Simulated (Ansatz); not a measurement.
Input file:

```
crystal:
  periodic: [false, false, false]
  atoms:
    - { symbol: Ga, position_ang: [0.11679, 0.0, 0.282904] }
    - { symbol: H, position_ang: [0.50071, 0.0, 1.787658] }
    - { symbol: Cl, position_ang: [2.298989, 0.0, -0.105272] }
    - { symbol: H, position_ang: [-0.958789, 0.0, -0.83509] }
basis:
  gaussian: { orbitals: def2-SVPD }
hamiltonian:
  xc: pbe
  dispersion: d4
relax:
  f_tol: 0.03
  max_steps: 50
output:
  orbitals: {}
```

Launched as:

```sh
ansatz run input.yaml --threads 2 --pin off --max-ram 3072MiB --backend cpu --events-out ev --progress --plain --runs-dir out
```

The fields are those of the run's last geometry, not of the input's.

All numbers below come from RKS PBE-D4/def2-SVPD in Ansatz.

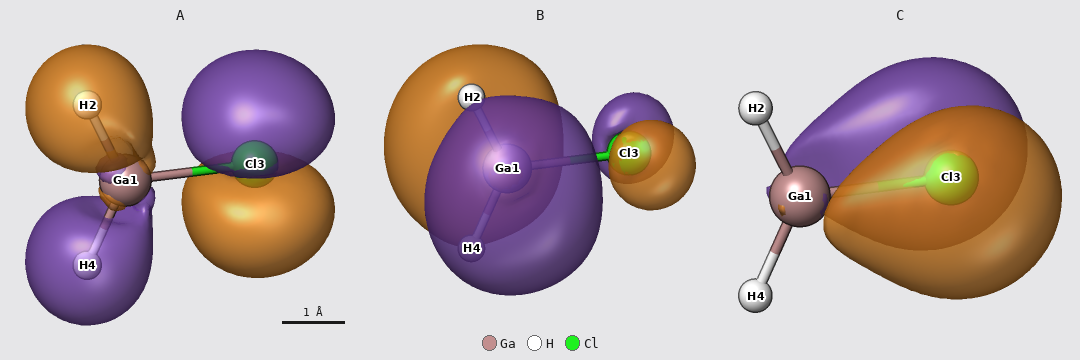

ClGaH2. Three frontier orbitals at ±0.08 Å⁻³ᐟ² (orange and purple are the two phases), in no order.

Question: Which picture is the HOMO−1, the HOMO and the LUMO?

Answer: C is the HOMO−1 (−7.83 eV). It lies mainly on Cl3 (about 90 %) and Ga1 (about 10 %); it changes sign across the molecular plane (π type). A is the HOMO (−7.19 eV). It lies mainly on Cl3 (about 65 %), Ga1 (about 15 %), H2 (about 10 %) and H4 (about 10 %); it is symmetric in the molecular plane (an in-plane orbital: σ, lone-pair or in-plane π type); largely a lone pair of Cl3. B is the LUMO (−2.75 eV). Its weight (Hirshfeld) is mainly on Ga1 (about 80 %) and Cl3 (about 10 %); it changes sign across the molecular plane (π type).

Question: What is the HOMO–LUMO gap?

Answer: 4.44 eV between the orbital energies.
